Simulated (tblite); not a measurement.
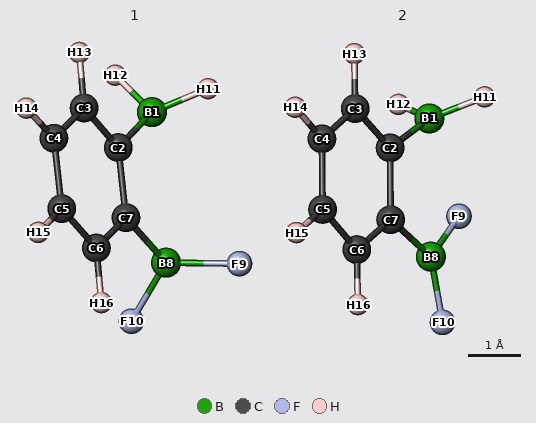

Two geometries of C₆H₆B₂F₂, drawn at one scale. One is the start of a relaxation, the other its converged end. The picture is a ball-and-stick view, seen from a free direction.

Method: tblite, GFN2-xTB geometry optimisation, gas phase. 

### Which one is relaxed?

Structure 2 is the relaxed one. After 137 geometry steps the energy has fallen by 28.7 kcal/mol. F9 moves most after the best rigid fit: 1.67 Å. Largest moves by element: F 1.67 Å, H 0.69 Å, B 0.24 Å, C 0.17 Å. Some distances before and after: B1–F9 3.452 → 2.092 Å, B8–F10 1.439 → 1.316 Å, B8–F9 1.439 → 1.343 Å, C7–B8 1.567 → 1.533 Å. Among the angles between lasting bonds that change: C7–B8–F10 117.6° → 130.1°, C2–C7–B8 122.9° → 112.8°, C6–C7–B8 119.8° → 127.0°. Groups turn about C7–B8 by about 65°.
